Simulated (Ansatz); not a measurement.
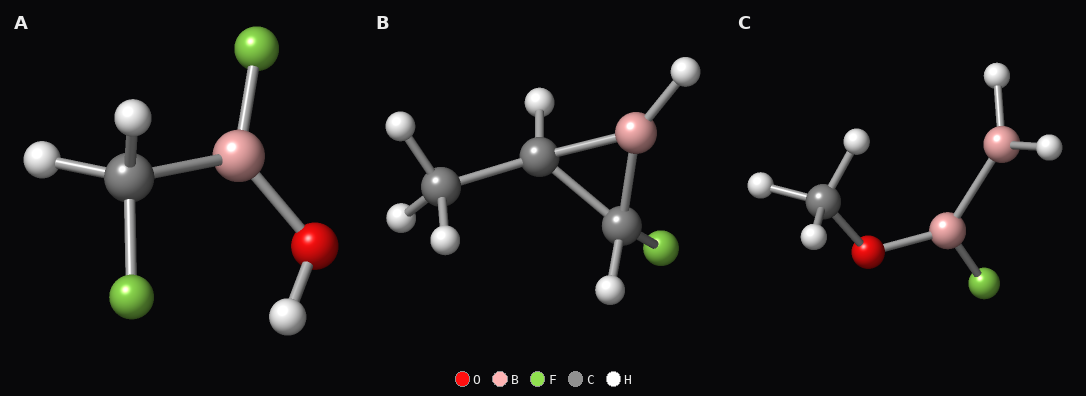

Source: calculation with Ansatz.

> Which panel belongs to which SMILES?
(1) OB(F)CF
(2) C[C@H]1B[C@@H]1F
(3) BB(F)OC

A is (1), B is (2), C is (3).
